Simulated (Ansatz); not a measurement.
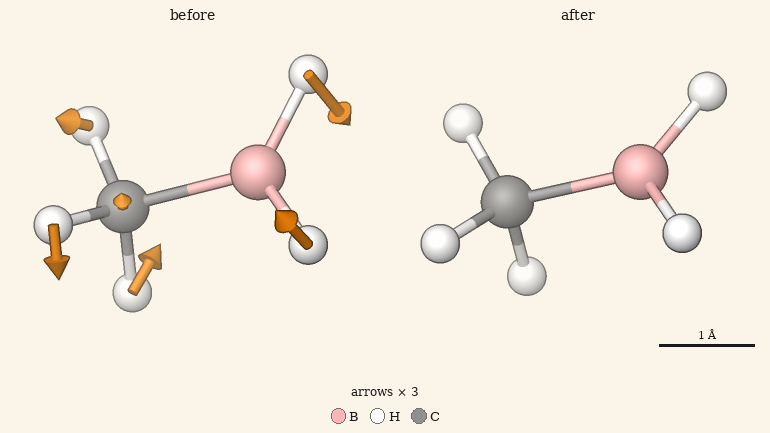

The structure of CH₅B before (left) and after (right) a relaxation, at one scale. The orange arrows give the displacements, 3 times their true length.

The picture is a ball-and-stick view, seen at a tilt.

The run prepares the start of a later molecular dynamics calculation, from a guessed geometry.

The calculation used RKS BHLYP-D4/def2-SVP in Ansatz 0.2.0. Set-up: no spin polarisation; force threshold 0.02 eV/Å; at most 40 steps.

**What changed between the two?**

The largest move after the best rigid fit is that of an H atom, 0.32 Å. By element the largest moves are H 0.32 Å, C 0.07 Å, B 0.03 Å. Some distances before and after: B–C 1.600 → 1.554 Å, C–H 1.110 → 1.093 Å, B–H 1.190 → 1.201 Å. Among the angles between lasting bonds that change: B–C–H 109.5° → 103.7°, B–C–H 109.5° → 114.9°, B–C–H 109.5° → 114.6°. Groups turn about B–C by about 25°. After 9 accepted moves (11 points after the start) the energy has fallen by 1.65 kcal/mol. The largest force component goes from 1.1 to 0.0023 eV/Å. The line search rejected the trial steps at points 8, 10 of the run. The forces were under the threshold at step 4, but the run went on from there. The run took 12 s on 1 thread of Arm Neoverse V2, on a shared host, peak memory 0.1 GiB.
